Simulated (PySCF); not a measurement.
**CH5N, SMILES `CN`: what the electrons do**

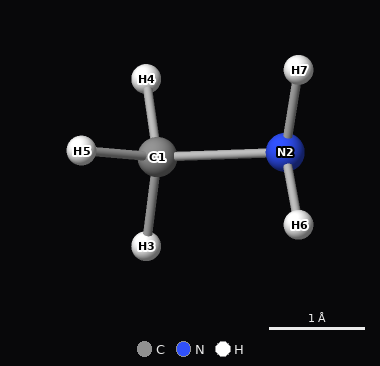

The molecule, with its atoms numbered as below. No frequency check shows the geometry to be a minimum.

Cartesian coordinates (Å):

```
C1       0.7030    0.0000   -0.0159
N2      -0.7431   -0.0001    0.1206
H3       1.0986   -0.8841    0.4833
H4       1.0989    0.8832    0.4840
H5       1.0620    0.0005   -1.0554
H6      -1.1379   -0.8184   -0.3310
H7      -1.1376    0.8190   -0.3303
```

### 1. Bonding charge

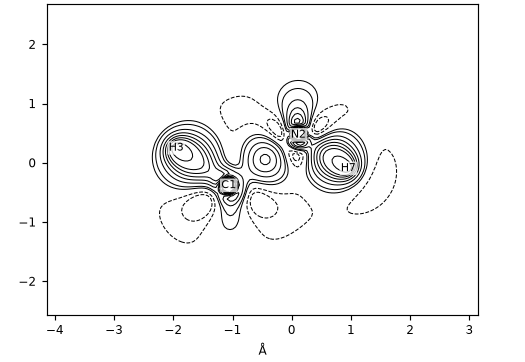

Deformation density (molecule less spherical, spin-averaged free atoms) in the plane of C1, N2, H3 and H7; contours at ±0.05 to ±0.8 e/Å³; solid lines: gain, dashed lines: loss.

Computed with PySCF, PBE0/def2-TZVP, geometry: GFN2-xTB.

**How much density has each bond in this plane gained at its critical point, relative to the free atoms?**

N2–H7: +0.84 e/Å³ at the bond critical point (bond length 1.01 Å, Mayer order 0.9). C1–H3: +0.74 e/Å³ at the bond critical point (bond length 1.09 Å, Mayer order 1.0). C1–N2: +0.35 e/Å³ at the bond critical point (bond length 1.45 Å, Mayer order 1.0). In all, 1.5 electrons gather in the regions of gain relative to the promolecule.

### 2. Bond critical points

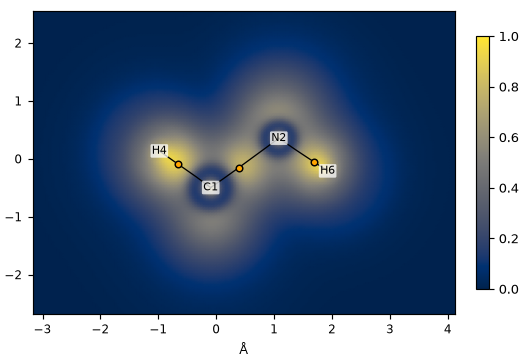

Localised orbital locator (LOL) in the plane of C1, N2, H4 and H6, with bond paths and bond critical points (dots).

**Rank the bonds in the plane by LOL at their critical points.**

C1–H4: about 0.90; N2–H6: about 0.89; C1–N2: about 0.74. Values above 0.5 mark slow, localised electrons, as in shared pairs; low values at a critical point mark a polar or closed-shell contact whose critical point lies between the shells.

**Where along N2–H6 does the critical point lie?**

0.74 Å from N2 and 0.27 Å from H6.

### 3. Local ionisation energy

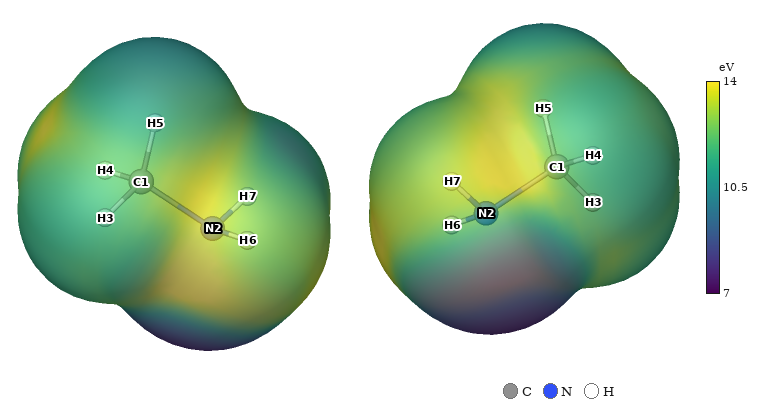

Average local ionisation energy on the surface of electron density 0.001 a.u. (back view left, front view right).

**Locate the minima of the map.**

The lowest value is 7.4 eV, 2.1 Å from N2. Further minima include 10.0 eV, near H6 (1.68 Å) and H7 (1.76 Å), over N2 (2.0 Å); 10.4 eV, 1.4 Å from H5; 11.3 eV, 1.4 Å from H3, and at like points elsewhere. For comparison, the highest occupied orbital lies at −6.8 eV.

### 4. In an electric field

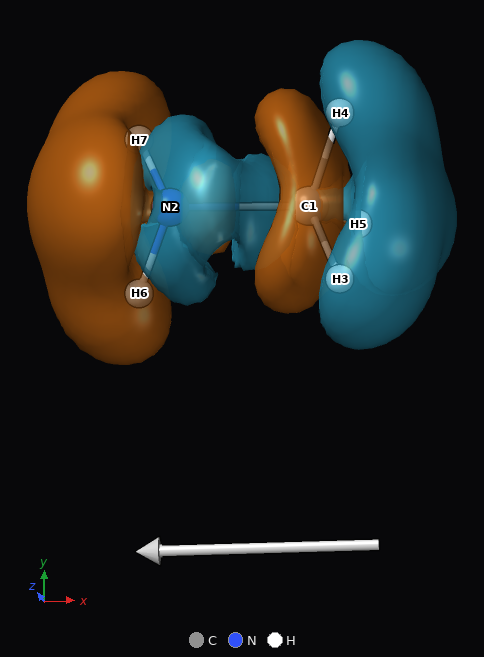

Change of the electron density in a uniform field of 0.21 V/Å along −x (arrow), surfaces at ±0.001 e/Å³ (light blue: gain, orange: loss).

Level of theory: PBE0/def2-TZVP (PySCF), at a geometry from GFN2-xTB. A basis without diffuse functions makes polarisabilities too small.

The field was applied in both directions; the picture shows the one opposite to the script's first.

**How large is the response?**

The induced dipole is 0.25 D (along the field); α along this axis, from the fields in both directions, is 24 bohr³ (3.6 Å³).

### 5. Removing or adding an electron

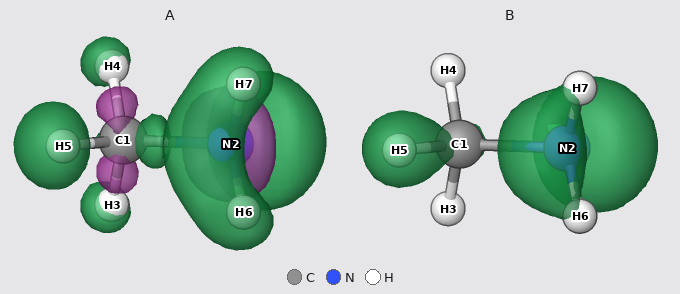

The Fukui function f⁻ from two separate SCF calculations and the density of the HOMO, at ±0.05 e/Å³ (green positive, purple negative).

PySCF calculation, PBE0/def2-TZVP, gas phase; geometry: GFN2-xTB.

**Which panel is which, and how good is the frozen-orbital picture?**

A is f⁻ (it has negative regions), B the HOMO density. The HOMO lies on N2 (66 %), C1 (11 %) and H5 (8 %); f⁻ (Hirshfeld-condensed) is largest on N2 (0.40); the vertical ionisation energy is 9.47 eV. Relaxation shifts 27 % of the electron between atoms. The orbital energy is −6.76 eV.

The PySCF runs shown took 4.6 s, 8.3 s and 38 s on 1 thread of Intel(R) Xeon(R) Platinum 8488C (Sapphire Rapids) (shared host).
